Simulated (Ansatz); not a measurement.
# InAs wire along [111], 26 atoms a period, H-terminated: bands by functional, part 2 of 2

What gap, if any, does the InAs wire along [111], 26 atoms a period, H-terminated have, and how does it change with the functional?

Ansatz 0.2.0; DFT PBE, plane waves, PAW; relaxation of a wire's period; PAW set soft_1 (the session's first sound run).

So far: Starting point; Relaxing the period.

## (2) Relaxing the period (continued)

The steps of the relaxation:

```
step  energy less that of the first step (eV)  largest force component (eV/Å)  pressure (GPa)  volume (Å³)
   1                                   0.0000                          1.2506           -0.09      3467.89
   2                                  -2.6867                          0.4718            0.05      3471.72
   3                                  -3.5556                          0.2053           -0.02      3467.73
   4                                  -3.8276                          0.1931           -0.06      3460.17
   5                                  -3.9766                          0.0854           -0.03      3439.27
   6                                  -3.9940                          0.1215            0.00      3446.57
   7                                  -4.0231                          0.0212            0.01      3441.32
  8*                                  -4.0203                          0.0213            0.01      3441.32
```

Relaxation steps marked * repeat the geometry before them on a plane-wave basis chosen anew for their cell, so energy and pressure can jump there.

The run keeps the 2 symmetry operations that it works with, so distortions that break them were not tested.

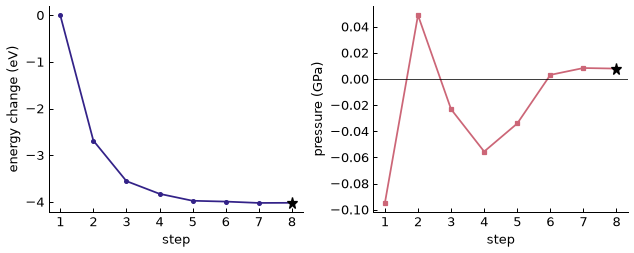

Energy and pressure along the relaxation. Stars mark steps on a basis chosen anew.

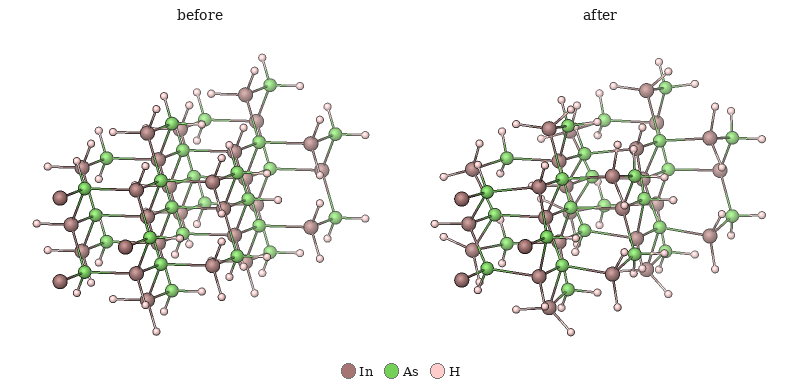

The structure before and after the relaxation, drawn at the same scale.

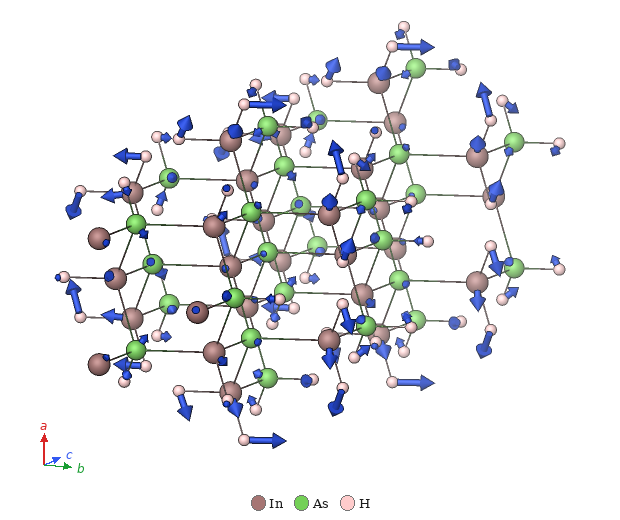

Displacements in the relaxation, exaggerated, measured against the changing cell; the longest in the cell stands for 0.77 Å. 1×1×2 cells are drawn. Some periodic images of atoms are drawn too.

```
cell as run  before   after  change
      c (Å)  10.721  10.639  -0.8 %
```

The atoms that moved most (Å, along periodic axes as changes of fractional coordinates times the final cell, across vacuum about the mean position):

```
atom      dx      dy      dz  length
 H29   0.001   0.716   0.285   0.770
 H18  -0.001   0.716   0.285   0.770
 H21  -0.619  -0.358   0.284   0.769
 H26   0.619  -0.358   0.284   0.769
 H22   0.615  -0.359   0.285   0.767
 H25  -0.615  -0.359   0.285   0.767
 H28   0.483   0.290  -0.152   0.584
 H19  -0.483   0.290  -0.152   0.584
```

This step gave:

- cell length along the wire: 10.64 Å

The cell's length comes to 10.639 Å with spin left out.

## (3) The wire at its relaxed period

This step: DFT PBE, plane waves, PAW; bands of a perfect wire; PAW set soft_1 (Ansatz 0.2.0).

At the relaxed period the bands are computed along the axis; those that cross an energy going forward count the channels that a perfect wire would open there.

Input file input.yaml:

```yaml
crystal:
  lattice:
    - [18.461, 0.0, 0.0]
    - [0.0, 17.521, 0.0]
    - [0.0, 0.0, 10.6392491079]
  atoms:
    - { symbol: In, position: [0.38498783, 0.436302332, 0.009485014] }
    - { symbol: In, position: [0.61501217, 0.436302332, 0.009485014] }
    - { symbol: As, position: [0.391414519, 0.44008628, 0.258217342] }
    - { symbol: As, position: [0.5, 0.638247277, 0.258201245] }
    - { symbol: As, position: [0.608585481, 0.44008628, 0.258217342] }
    - { symbol: H, position: [0.299905156, 0.627802694, 0.269613139] }
    - { symbol: H, position: [0.5, 0.262601789, 0.269699908] }
    - { symbol: H, position: [0.700094844, 0.627802694, 0.269613139] }
    - { symbol: H, position: [0.322134887, 0.397857916, 0.293595253] }
    - { symbol: H, position: [0.5, 0.722547838, 0.293756825] }
    - { symbol: H, position: [0.677865113, 0.397857916, 0.293595253] }
    - { symbol: In, position: [0.372445208, 0.583754894, 0.345719826] }
    - { symbol: In, position: [0.5, 0.350906607, 0.345555731] }
    - { symbol: In, position: [0.627554792, 0.583754894, 0.345719826] }
    - { symbol: As, position: [0.377424877, 0.580722429, 0.593854351] }
    - { symbol: As, position: [0.5, 0.357055673, 0.593694757] }
    - { symbol: As, position: [0.622575123, 0.580722429, 0.593854351] }
    - { symbol: H, position: [0.184112344, 0.594909137, 0.638105264] }
    - { symbol: H, position: [0.236731723, 0.426957591, 0.597062819] }
    - { symbol: H, position: [0.303388695, 0.305738917, 0.596433191] }
    - { symbol: H, position: [0.269191341, 0.749999488, 0.637992393] }
    - { symbol: H, position: [0.41477624, 0.173554804, 0.638142075] }
    - { symbol: H, position: [0.43369254, 0.785720838, 0.596712111] }
    - { symbol: H, position: [0.56630746, 0.785720838, 0.596712111] }
    - { symbol: H, position: [0.58522376, 0.173554804, 0.638142075] }
    - { symbol: H, position: [0.730808659, 0.749999488, 0.637992393] }
    - { symbol: H, position: [0.696611305, 0.305738917, 0.596433191] }
    - { symbol: H, position: [0.763268277, 0.426957591, 0.597062819] }
    - { symbol: H, position: [0.815887656, 0.594909137, 0.638105264] }
    - { symbol: In, position: [0.246075524, 0.520832507, 0.644651927] }
    - { symbol: In, position: [0.385043103, 0.267229377, 0.644653493] }
    - { symbol: In, position: [0.361080626, 0.730608046, 0.644618948] }
    - { symbol: In, position: [0.5, 0.506186676, 0.654844733] }
    - { symbol: In, position: [0.638919374, 0.730608046, 0.644618948] }
    - { symbol: In, position: [0.614956897, 0.267229377, 0.644653493] }
    - { symbol: In, position: [0.753924476, 0.520832507, 0.644651927] }
    - { symbol: As, position: [0.267703919, 0.49999343, 0.902725619] }
    - { symbol: As, position: [0.378667998, 0.297377161, 0.902729464] }
    - { symbol: As, position: [0.388948499, 0.721313923, 0.902739865] }
    - { symbol: As, position: [0.5, 0.506240952, 0.911911974] }
    - { symbol: As, position: [0.611051501, 0.721313923, 0.902739865] }
    - { symbol: As, position: [0.621332002, 0.297377161, 0.902729464] }
    - { symbol: As, position: [0.732296081, 0.49999343, 0.902725619] }
    - { symbol: H, position: [0.205179609, 0.458008205, 0.96561412] }
    - { symbol: H, position: [0.257727394, 0.573493319, 0.976858282] }
    - { symbol: H, position: [0.312895547, 0.261245832, 0.965525048] }
    - { symbol: H, position: [0.32359944, 0.693599647, 0.976956255] }
    - { symbol: H, position: [0.392155654, 0.799380963, 0.965546267] }
    - { symbol: H, position: [0.434105012, 0.25155768, 0.976926908] }
    - { symbol: H, position: [0.565894988, 0.25155768, 0.976926908] }
    - { symbol: H, position: [0.607844346, 0.799380963, 0.965546267] }
    - { symbol: H, position: [0.67640056, 0.693599647, 0.976956255] }
    - { symbol: H, position: [0.687104453, 0.261245832, 0.965525048] }
    - { symbol: H, position: [0.742272606, 0.573493319, 0.976858282] }
    - { symbol: H, position: [0.794820391, 0.458008205, 0.96561412] }
    - { symbol: In, position: [0.5, 0.646216558, 0.009448049] }
kpoints:
  mp_grid: { grid: [1, 1, 8] }
  band_path: { path: ["Γ", Z], npoints: 90 }
scf:
  occupations: { method: fermi_dirac, width: 0.05 }
hamiltonian:
  xc: pbe
  pseudopotentials: { kind: paw, azcp: { folder: soft_1 } }
output:
  dos: { e_range: [-5, 4] }
  write_potential: true
  write_density: true
  volumetric_format: npy
```

Started as:

```sh
$ ansatz run input.yaml --threads 4 --pin off --max-ram 16384MiB --backend cpu --events-out ev --progress --plain --runs-dir out
```

Numbers of over 12 decimals in the logs are rounded to 6 here.

Log:

```text
[...]
Crystal: 56 atoms, lattice volume = 3441.320 Å³
Basis set: ecut = 420 eV, 67253 PW (Γ)
Bands: 253, of which v1, the nominal top of the filled ones, is band 197 counted from 1 (196 counted from 0)
Symmetry: 2 space group operations
[...]
k-points: 5 of 8 (time reversal used)
[...]
SCF iter   1: F=—  HF=-136382.847349 eV  |F-HF|=—  |Δ(HF+E_count)|=         —  Δρ=2.88e-2  dr2=3.17e1  ethr=3.10e-3  ⟨swp⟩=6.4  Hψ=5392  notcnv=0  defer=113
[...]
SCF iter  11: F=-136372.788780 eV  HF=-136372.788780 eV  |F-HF|=1.19e-8  |Δ(HF+E_count)|=   2.17e-7  Δρ=8.13e-7  dr2=4.33e-8  ethr=2.54e-11  ⟨swp⟩=15.0  Hψ=6752  notcnv=0
SCF 1 converged in 11 iterations: F = -136372.788780 eV  dr2 = 4.33e-8
[...]
NSCF: frozen V_eff on 91 k-points
WARN: pass on a band path, mesh or list of k-points: the 91 k-points are solved 3 at a time at the most, because the 14.40 GiB of host memory that the pass is priced against does not hold them all with the solver's workspace as planned. The pass can take longer, above all where fewer k-points are solved at a time than the run has threads. As a rule a larger memory budget leaves room for more at once. The budget is what a run with no `--max-ram-frac` typed is planned for, 0.8 of the host's memory or its container's limit. More memory there lifts it, and so does a share over 0.88 that is typed (of such a share the budget is ten elevenths): [rest of the remark cut]
WARN: The output density's exchange-correlation potential varies sharply where the density is thin. Do not read a vacuum level from v_tot or v_xc, or from such a field of the output density. On a cell that repeats whose density bears no net charge and no dipole along the vacuum's axis use v_es (v_loc + v_h of the components); under efield.dipole_correction with no amplitude use v_es + v_field, which holds any externa [...]
SCF converged after 11 iterations
Free energy (F): -136372.788780 eV
[...]
Internal energy: -136372.788780 eV  (E = F + TS)
E sigma→0 (E₀):  -136372.788780 eV
Fermi energy:    -1.659989 eV
[...]
--- Band table (eV; the first three rows and the last of 5) ---
  k-point 0: bands = [... 193 lower, -3.0425, -3.0419, -3.0210, -2.7117, -0.5977, -0.2057, 0.1821, 0.1839, ... 52 higher]
  k-point 1: bands = [... 193 lower, -3.0402, -3.0396, -3.0157, -2.7743, -0.5573, -0.1906, 0.1001, 0.1016, ... 52 higher]
  k-point 2: bands = [... 193 lower, -3.0367, -3.0362, -3.0051, -2.9456, -0.4551, -0.1542, -0.0571, -0.0560, ... 52 higher]
  k-point 4: bands = [... 193 lower, -3.1505, -3.0419, -3.0406, -2.9937, -0.2873, -0.2341, -0.2335, -0.0943, ... 52 higher]
```

Wall time 50 min (4 threads of Arm Neoverse V2, shared host); peak memory 12 GiB; 3.3 h of CPU time.

This step gave:

| Property | Result |
| --- | --- |
| band gap | 2.114 eV |

The electronic bands at the labelled points (eV, zero at the Fermi level; v1 is the highest filled band, c1 the lowest empty one):

```
point     v4     v3     v2     v1    c1    c2    c3    c4
    Γ  -1.38  -1.38  -1.36  -1.05  1.06  1.45  1.84  1.84
    Z  -1.49  -1.38  -1.38  -1.33  1.37  1.43  1.43  1.57
```

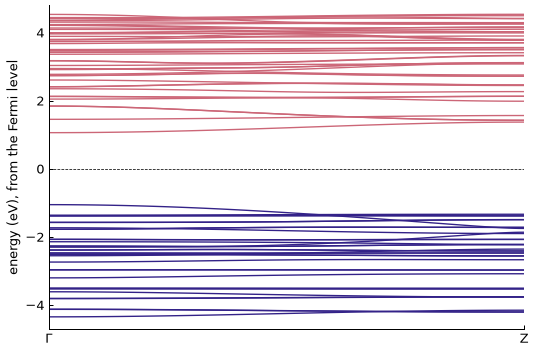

Electronic bands along the path; lines of filled and empty bands in two colours.

The gap is 2.11 eV, with spin left out.

The path shows a direct gap of 2.11 eV (valence top at Γ, conduction bottom at Γ).

## (4) Another level of theory, cutoff 500 eV, k-mesh 1×1×6

This step: DFT r2SCAN, plane waves, PAW; bands of a perfect wire at the PBE geometry; PAW set soft_1 (Ansatz 0.2.0).

The atoms stay at the PBE geometry and the functional changes. r2SCAN also reads the kinetic-energy density; it often gives larger moments and wider gaps than PBE, at a higher cost. Against the first PBE run of this kind, the cutoff is 500 eV against 420 and the mesh along the wire has 6 points against 8.

Edit input.yaml of step 3 so:

```diff
@@ -63,3 +63,3 @@
 kpoints:
-  mp_grid: { grid: [1, 1, 8] }
+  mp_grid: { grid: [1, 1, 6] }
   band_path: { path: ["Γ", Z], npoints: 90 }
@@ -68,8 +68,3 @@
 hamiltonian:
-  xc: pbe
+  xc: r2scan
   pseudopotentials: { kind: paw, azcp: { folder: soft_1 } }
-output:
-  dos: { e_range: [-5, 4] }
-  write_potential: true
-  write_density: true
-  volumetric_format: npy
```

Log:

```text
[...]
Crystal: 56 atoms, lattice volume = 3441.320 Å³
Basis set: ecut = 500 eV, 87471 PW (Γ), exchange–correlation on 540×512×320 points (64 copies of the dense FFT grid, shifted against one another)
Bands: 253, of which v1, the nominal top of the filled ones, is band 197 counted from 1 (196 counted from 0)
Symmetry: 2 space group operations
[...]
k-points: 4 of 6 (time reversal used)
[...]
SCF iter   1: F=—  HF=-136675.857712 eV  |F-HF|=—  |Δ(HF+E_count)|=         —  Δρ=2.79e-2  dr2=3.00e1  dr2_τ=3.11e-1  ethr=3.10e-3  ⟨swp⟩=6.5  Hψ=4357  notcnv=0  defer=89
[...]
SCF iter  10: F=-136668.858017 eV  HF=-136668.858017 eV  |F-HF|=2.88e-7  |Δ(HF+E_count)|=   2.48e-6  Δρ=1.58e-6  dr2=9.73e-8  dr2_τ=2.87e-9  ethr=2.54e-11  ⟨swp⟩=16.2  Hψ=5943  notcnv=0
SCF 1 converged in 10 iterations: F = -136668.858017 eV  dr2 = 9.73e-8
[...]
SCF converged after 10 iterations
Free energy (F): -136668.858017 eV
[...]
Internal energy: -136668.858017 eV  (E = F + TS)
E sigma→0 (E₀):  -136668.858017 eV
Fermi energy:    -1.679870 eV
[...]
--- Band table (eV) ---
  k-point 0: bands = [... 193 lower, -3.2599, -3.2594, -3.2437, -2.9226, -0.4260, -0.0513, 0.3225, 0.3249, ... 52 higher]
  k-point 1: bands = [... 193 lower, -3.2562, -3.2557, -3.2352, -3.0324, -0.3596, -0.0231, 0.1958, 0.1979, ... 52 higher]
  k-point 2: bands = [... 193 lower, -3.3186, -3.2545, -3.2537, -3.2216, -0.2126, -0.0018, -0.0002, 0.0343, ... 52 higher]
  k-point 3: bands = [... 193 lower, -3.3823, -3.2589, -3.2575, -3.2162, -0.1252, -0.0854, -0.0840, 0.0675, ... 52 higher]
```

Wall time 67 min (4 threads); peak memory 13 GiB; 4.4 h of CPU time.

Numbers from this step:

* band gap: 2.497 eV

Electronic bands along the path, in eV, zero at the Fermi level; v1 is the highest filled band, c1 the lowest empty one:

```
point     v4     v3     v2     v1    c1    c2    c3    c4
    Γ  -1.58  -1.58  -1.56  -1.24  1.25  1.63  2.00  2.00
    Z  -1.70  -1.58  -1.58  -1.54  1.55  1.59  1.60  1.75
```

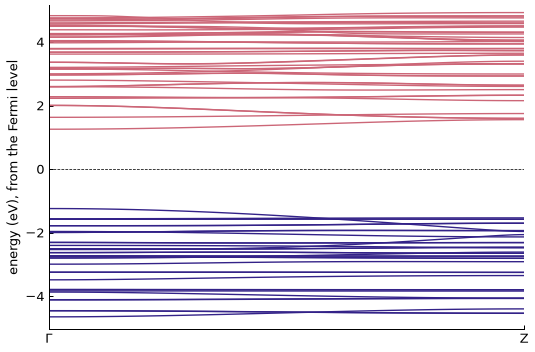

Electronic bands along the path; lines of filled and empty bands in two colours.

The gap is 2.50 eV, against 2.11 eV under PBE at the relaxed period.

## (5) Summary of results

| Item | Value |
| --- | --- |
| cell length, PBE | 10.64 Å |
| gap, PBE | 2.11 eV |
| gap, r2SCAN | 2.50 eV |

**Reading.** Under PBE the cell's length is 10.64 Å, and a gap of 2.11 eV makes it a semiconductor. At the relaxed period the wire is gapped under every functional, from 2.11 eV (PBE) to 2.50 eV (r2SCAN). Weak screening in one dimension makes quasiparticle gaps larger than the semilocal gaps, as a rule. Plain hydrogen on a compound's surface is a simple closure: it may leave surface states, and facets that end in unlike atoms put a field across the wire, both of which shrink the gap.

[Logs are printed without paths, hosts, clocks, repeated set-up lines and the standing remarks that a program may print on its own settings, such as how far it seeks lower states.]

[Hosts, paths, dates, database ids (printed as entryN), source tags and the programs' standing remarks are cut or masked in the printed files.]
